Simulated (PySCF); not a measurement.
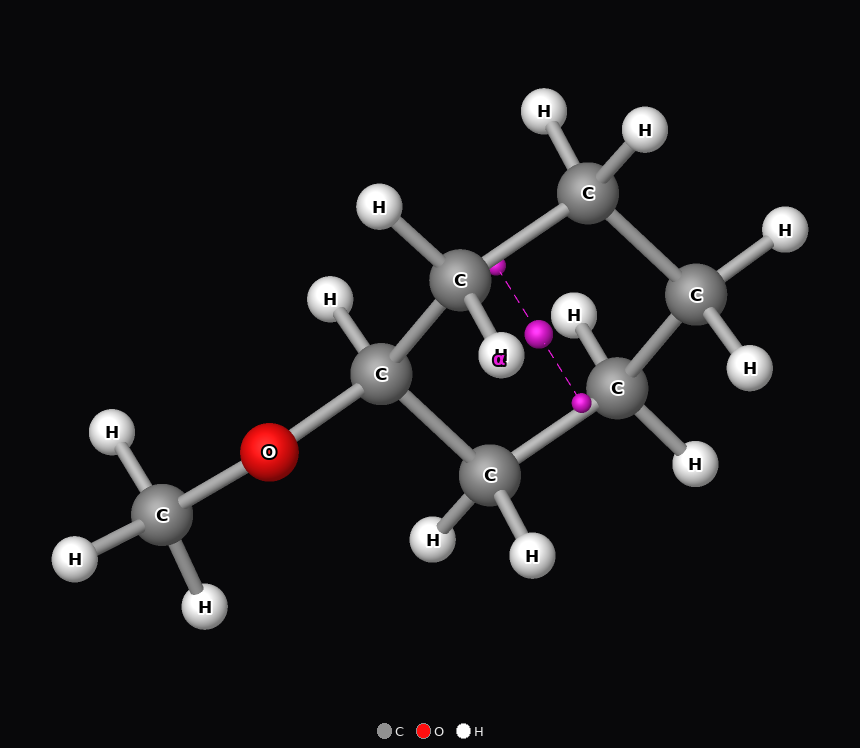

The small points mark where nucleus-independent chemical shifts (NICS) were computed: at the centre of each lettered ring and 1 Å above and below it. The geometry was computed by an optimisation with PBE0-D3(BJ)/def2-SVP. No frequency run is at hand to confirm it as a minimum. Properties computed with GIAO LDA/pcSseg-1 NMR shielding, non-relativistic, gas phase (PySCF 2.14.0).

Give NICS(0), NICS(1) and the out-of-plane component NICS(1)zz for each ring (means of the two sides).

```tsv
ring	members	NICS(0)	NICS(1)	NICS(1)zz
α	C6	−3.2	−3.0	2.1
```

Values in ppm.

What do the values say about the ring currents?

Ring α: weak, as in a non-aromatic ring. NICS is one index among several.
